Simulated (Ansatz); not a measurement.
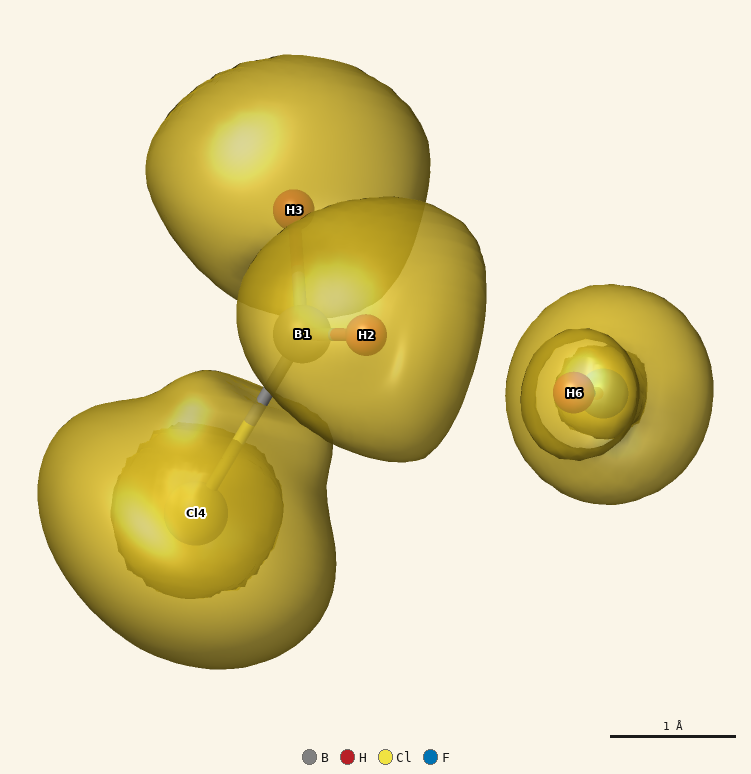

BClH$_{2}$···HF. Isosurface of the electron localisation function at 0.75 (yellow), seen across its widest extent. Core shells and regions of very low density are left out.

The calculation used RKS PBE-D4/def2-SVP in Ansatz 0.2.0.

```yaml
atoms:
  - { symbol: B, position_ang: [-0.0351, 0.2314, -0.0307] }
  - { symbol: H, position_ang: [-0.0774, 0.4118, 1.1593] }
  - { symbol: H, position_ang: [1.0043, 0.1029, -0.6339] }
  - { symbol: Cl, position_ang: [-1.5324, 0.3708, -0.9301] }
  - { symbol: F, position_ang: [-0.0692, -2.0956, 0.9236] }
  - { symbol: H, position_ang: [-0.1951, -1.4042, 1.5371] }
```

Where are the electrons localised?

Answer. The surface consists of two regions around hydrogen nuclei, one region on Cl in which the atom's valence shell and bonds are merged and one joined region spread over several atoms (F, H), in which their bonds and any lone pairs are merged.

Values along the shortest contacts:
B1···H6 (2.27 Å): the ELF dips to about 0.05 between them. B–Cl (1.75 Å): the ELF peaks at about 0.90 between the atoms: a polar covalent bond.
